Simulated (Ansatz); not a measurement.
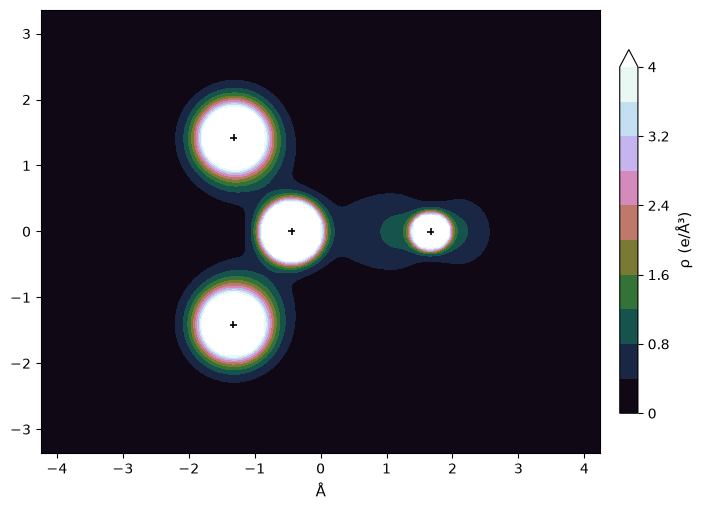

The electron density on a plane through atoms (crosses mark nuclei in the plane).

Level of theory: isolated molecule in a Gaussian basis; Kohn-Sham density functional theory, functional PBE0 (Ansatz).

Candidates:
A. C₂H₇Si (SMILES CC[SiH2-]) (charge −1)
B. AlBF₂H₂ (SMILES [BH2][Al]([F])[F])
C. H₂NP (SMILES N=P)

**Which system is this?**

Candidate B: AlBF₂H₂ on the plane of atoms B2, Al1 and F3, which holds Al, B and F. Al–F (1.67 Å): the density is about 0.88 e/Å³ at the midpoint. Al–B (2.11 Å): ρ is about 0.61 e/Å³ halfway.
